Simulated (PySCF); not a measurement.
## A study: Cl6Si2, SMILES `Cl[Si](Cl)(Cl)[Si](Cl)(Cl)Cl`

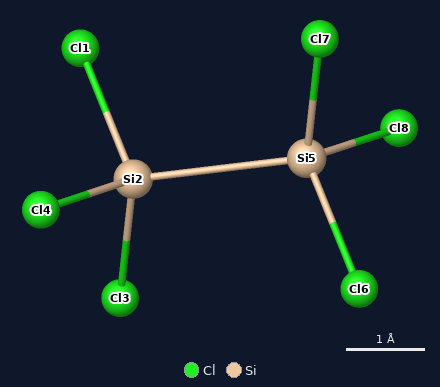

The molecule, with its atoms numbered as below. No frequency check shows the geometry to be a minimum.

Geometry (Å), atoms numbered from 1:

```
Cl1     -1.8816    1.8883    0.0034
Si2     -1.1697   -0.0002   -0.0000
Cl3     -1.8817   -0.9412   -1.6370
Cl4     -1.8817   -0.9470    1.6336
Si5      1.1697    0.0002   -0.0000
Cl6      1.8816   -1.8883    0.0034
Cl7      1.8817    0.9470    1.6336
Cl8      1.8817    0.9412   -1.6370
```

### 1. Local ionisation energy

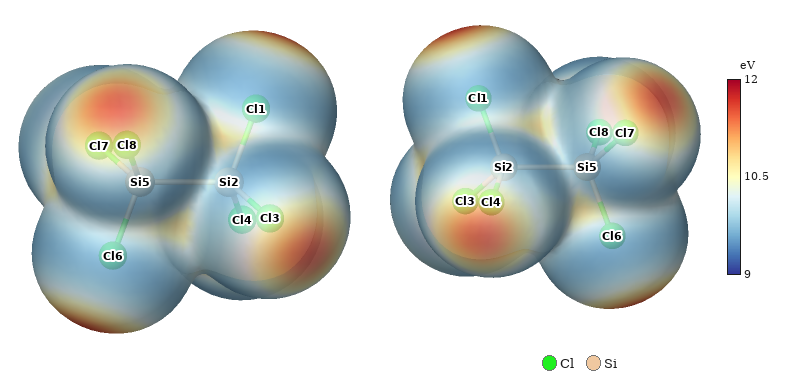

Average local ionisation energy on the surface of electron density 0.001 a.u. (back view left, front view right).

Method: TPSS/cc-pVDZ; geometry: GFN2-xTB; program: PySCF.

> Where are the most loosely bound electrons on this surface?

The lowest value is 9.6 eV, 2.1 Å from Cl7, and at like points elsewhere. For comparison, the highest occupied orbital lies at −7.7 eV.

### 2. Excited states

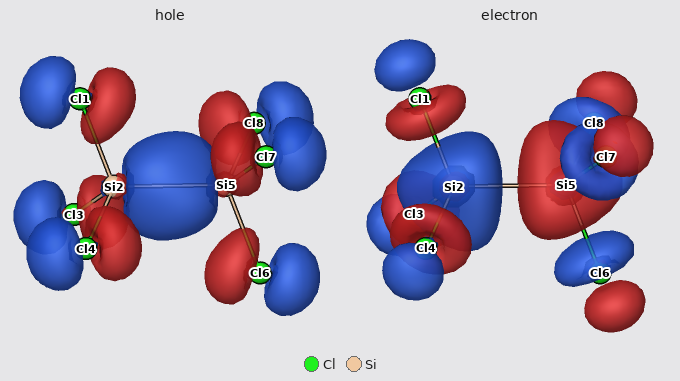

Leading natural transition orbital pair of S₃ (TDA singlet states); the surfaces enclose about 78 % of each orbital's density.

Method: CAM-B3LYP/def2-SVP; geometry: GFN2-xTB; program: PySCF. Without diffuse functions Rydberg states are missing, so the states' numbers hold for this basis only.

> Where does the state lie, and where do hole and electron sit?

7.82 eV (159 nm), f = 0.334 (bright); the leading pair carries 92 %; hole on Si2 and Si5 (17 % each) and Cl1, Cl3, Cl4, Cl6, Cl7 and Cl8 (11 % each), electron on Si2 and Si5 (22 % each) and Cl1, Cl3, Cl4, Cl6, Cl7 and Cl8 (9 % each); their centroids lie 0.0 Å apart. In canonical orbitals it is mainly HOMO → LUMO+2 (91 %). The HOMO–LUMO gap is 10.30 eV.

### 3. In an electric field

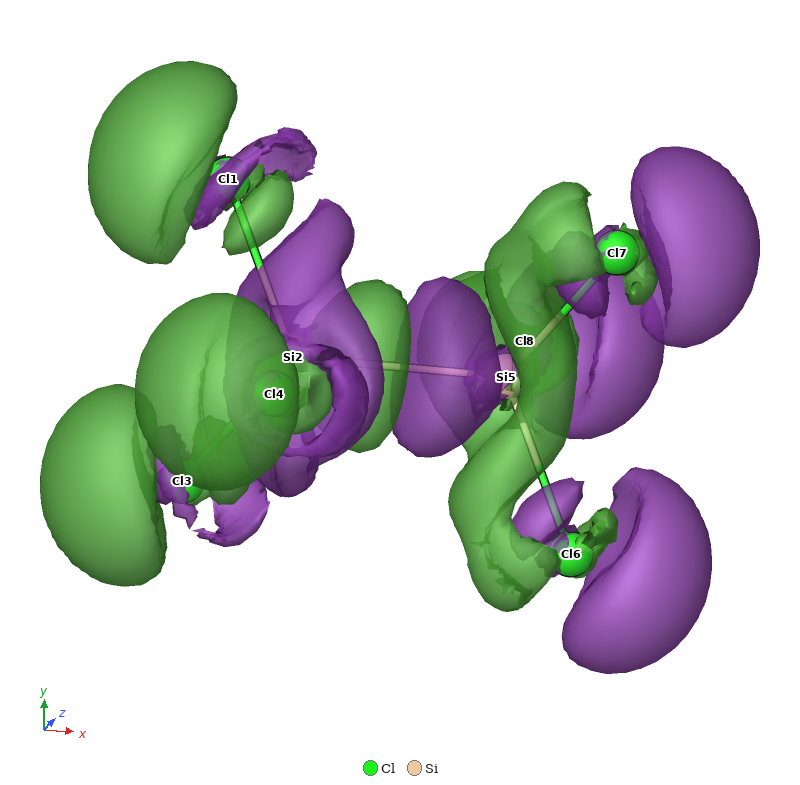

Change of the electron density in a uniform field of 0.51 V/Å, surfaces at ±0.003 e/Å³ (purple: gain, green: loss).

Level of theory: PBE0/6-311G** (PySCF), at a geometry from GFN2-xTB. A basis without diffuse functions makes polarisabilities too small.

> Along which Cartesian direction does the field point?

Along −x: electrons gather on the +x side, against the field.

> How large is the response?

The induced dipole is 2.69 D (along the field); α along this axis, from the fields in both directions, is 106 bohr³ (15.7 Å³).

> Which atoms gain and lose the most charge?

Electrons gather most on Cl6, Cl7 and Cl8 alike (Hirshfeld charge changes by −0.027 e) and leave Cl1, Cl3 and Cl4 alike most (+0.028 e); 0.196 electrons are displaced in all.

### 4. Removing or adding an electron

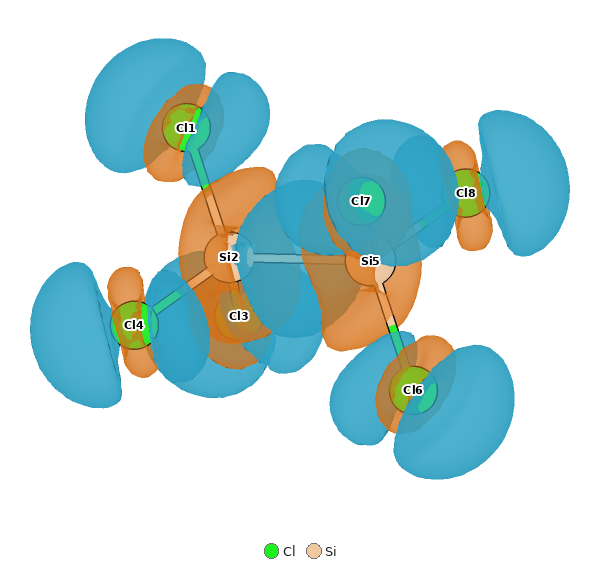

Fukui function f⁻ = ρ(N) − ρ(N−1) at fixed geometry, surfaces at ±0.008 e/Å³ (light blue positive, orange negative).

Level of theory: ωB97X/6-31+G* (PySCF), at a geometry from GFN2-xTB.

> Which atoms respond most to the removal of an electron?

f⁻ (Hirshfeld-condensed) is largest on Cl1, Cl3, Cl4, Cl6, Cl7 and Cl8 (0.14 each) and Si2 and Si5 (0.09 each); the vertical ionisation energy is 11.13 eV (the stability of the cation's solution wasn't checked). Condensed values hint at sites of electrophilic attack but needn't mark the atom that reacts. Shares this close don't rank the sites. Orbital relaxation makes it negative in places (0.23 e in all).

### 5. Localised orbitals

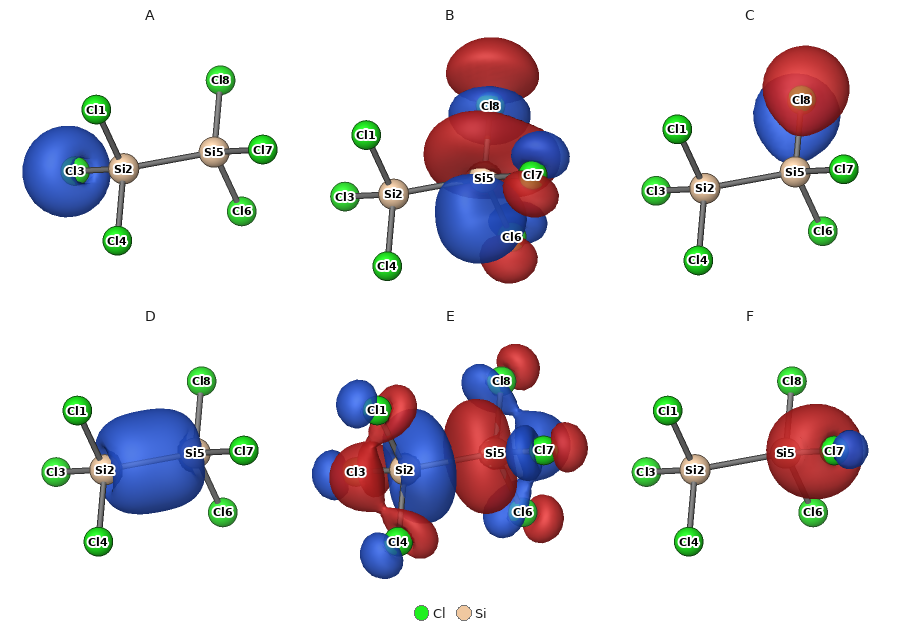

Intrinsic bond orbitals (IBO), occupied and valence-virtual; each surface holds about 85 % of the orbital's density. Energies are diagonal elements of the Fock matrix.

Method: r2SCAN/def2-SVP; geometry: GFN2-xTB; program: PySCF.

> What does each orbital represent in a Lewis picture?

By panel:
- A: lone pair on Cl3 (sp0.4-type) (Cl3 100 %; −17.4 eV)
- B: σ* orbital Si5–Cl8, mostly on Si5 (Si5 65 %, Cl8 27 %, Cl7 4 %; 1.6 eV)
- C: lone pair on Cl8 (p-type) (Cl8 96 %, Si5 4 %; −9.2 eV)
- D: σ bond Si5–Si2 (Si5 50 %, Si2 50 %; −12.7 eV)
- E: σ* orbital Si2–Si5 (Si2 42 %, Si5 42 %; 0.9 eV)
- F: σ bond Cl7–Si5 (Cl7 70 %, Si5 29 %; −16.7 eV)
